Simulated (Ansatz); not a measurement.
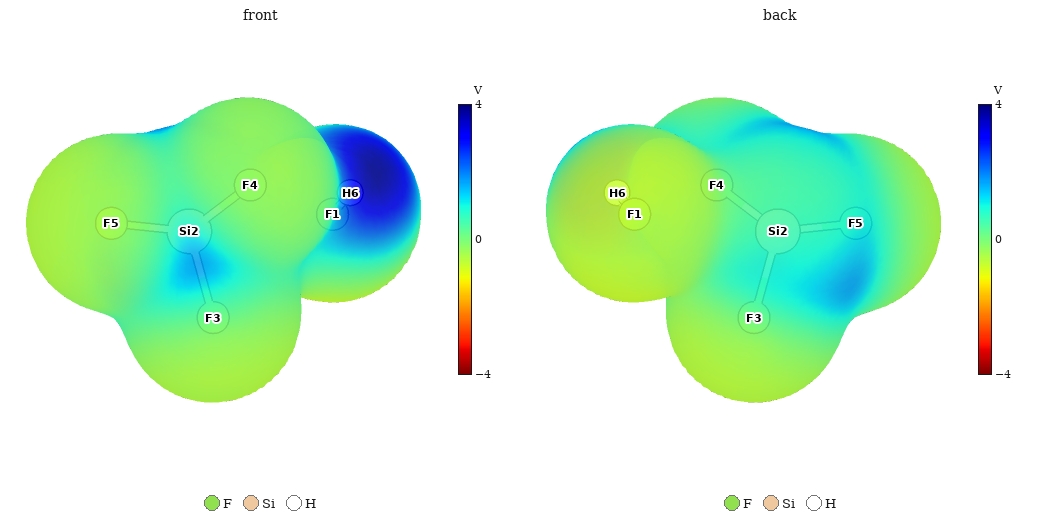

The picture shows: HF···F3Si (doublet). The electrostatic potential painted on the density surface at 0.002 e/bohr³, seen from the front and from behind; the colour scale runs from red (negative) to blue (positive).

The product side of a reaction path; geometry: PBE0-D4/def2-TZVP.

Theory: Ansatz, UKS PBE0-D4/def2-TZVPP.

```xyz
6

F    -1.6021   -1.1992    0.7172
Si    0.9088    0.0229   -0.1434
F     0.3883   -0.3545   -1.5868
F    -0.1065    1.0938    0.4583
F     2.2942    0.7702   -0.3177
H    -1.8828   -0.3331    0.8722
```

Which sites attract a positive test charge, and which a negative one?

A positive charge is drawn to the negative regions and a negative charge to the positive ones. The most negative region (about −0.8 V) lies over F1, the most positive (about +3.6 V) over H6.
